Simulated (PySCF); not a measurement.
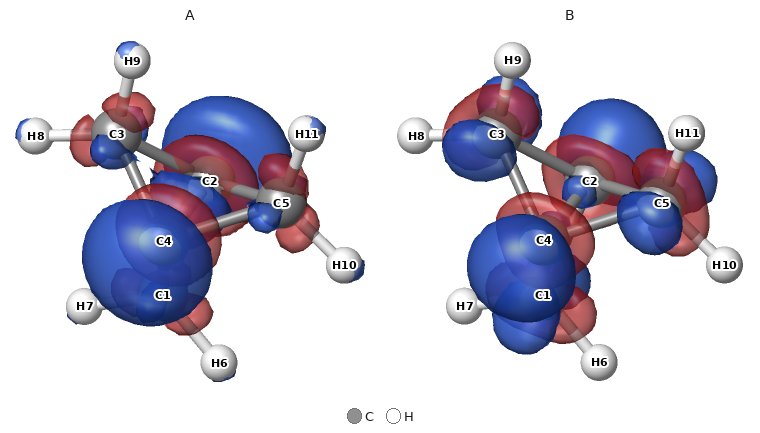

C5H6, SMILES `C1C23CC13C2`. The two Fukui functions at ±0.05 e/Å³ (blue positive, red negative).

Level of theory: B3LYP/6-31G* (PySCF), at a geometry from GFN2-xTB. No frequency check shows the geometry to be a minimum.

Cartesian coordinates (Å):

```
C1      -0.3315    1.2366    0.0000
C2       0.0001   -0.0002    0.8003
C3      -0.9054   -0.9052   -0.0000
C4       0.0001    0.0001   -0.8003
C5       1.2367   -0.3312    0.0000
H6       0.3889    2.0454    0.0001
H7      -1.3595    1.5770    0.0001
H8      -1.9658   -0.6860   -0.0001
H9      -0.6860   -1.9659   -0.0001
H10      2.0455    0.3888    0.0001
H11      1.5770   -1.3595   -0.0001
```

**Which panel is f⁻ (electron removed) and which f⁺ (electron added)?**

A is f⁻, B is f⁺. f⁻ (Hirshfeld-condensed) is largest on C2 and C4 (0.26 each); the vertical ionisation energy is 9.52 eV. f⁺ (Hirshfeld-condensed) is largest on C2 and C4 (0.19 each); the vertical electron affinity is −2.79 eV (the stability of the anion's solution wasn't checked; negative, but this basis has no diffuse functions, so it doesn't show that the anion is unbound).

**What chemical potential and hardness follow from the two energies?**

μ = −(I + A)/2 = −3.37 eV and η = I − A = 12.30 eV.
